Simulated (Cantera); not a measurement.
A closed system holds: 1 mol MgO, 0.33 mol C, 1.1 mol CO, at 8.70 bar.

Cantera equilibrium calculation (NASA polynomials, part measured and part estimated; ideal gas, pure solids and liquids). Candidate condensed phases: C, Mg, MgCO₃, MgO; 15 gas species. Rates play no part.

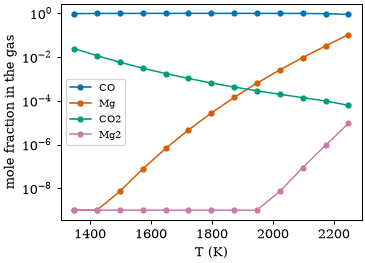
Fig. 1. Equilibrium gas composition (values under 1e-9 drawn at 1e-9)

From 1348 K to 2248 K the condensed part is C(graphite) + MgO(s).
